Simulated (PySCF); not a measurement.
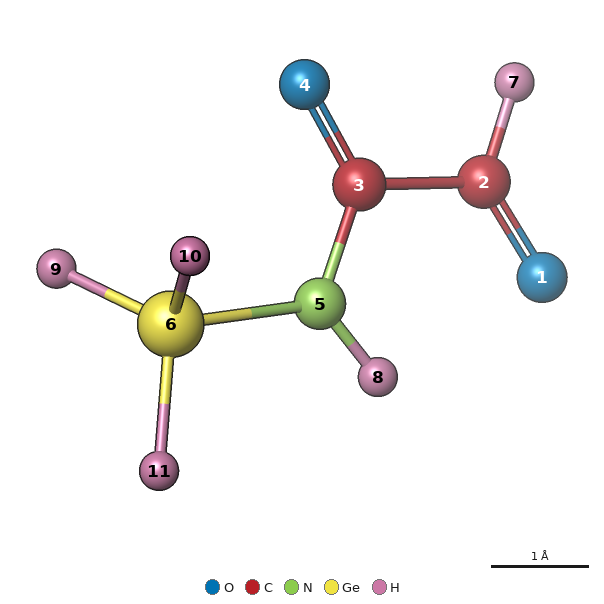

Orthographic view. Atoms fade into the background with distance from the viewer. Computed geometry: PBE0-D3(BJ)/def2-SVP optimisation. No frequency run is at hand to confirm it as a minimum.

Write a Z-matrix (Å, degrees) in the order of the atom numbers, with these reference atoms: 2 to 1; 3 to 2, 1; 4 to 3, 2, 1; 5 to 3, 4, 2; 6 to 5, 3, 4; 7 to 2, 1, 3; 8 to 5, 3, 4; 9 to 6, 5, 8; 10 to 6, 9, 5; 11 to 6, 9, 10.

```
O  
C    1   1.201
C    2   1.528   1   123.0
O    3   1.217   2   120.2   1   179.5
N    3   1.347   4   125.4   2   180.0
Ge   5   1.867   3   119.9   4    -0.9
H    2   1.116   1   123.8   3   179.9
H    5   1.017   3   115.3   4  -179.1
H    6   1.531   5   108.6   8  -121.2
H    6   1.532   9   112.0   5   120.0
H    6   1.535   9   111.7  10   126.0
```
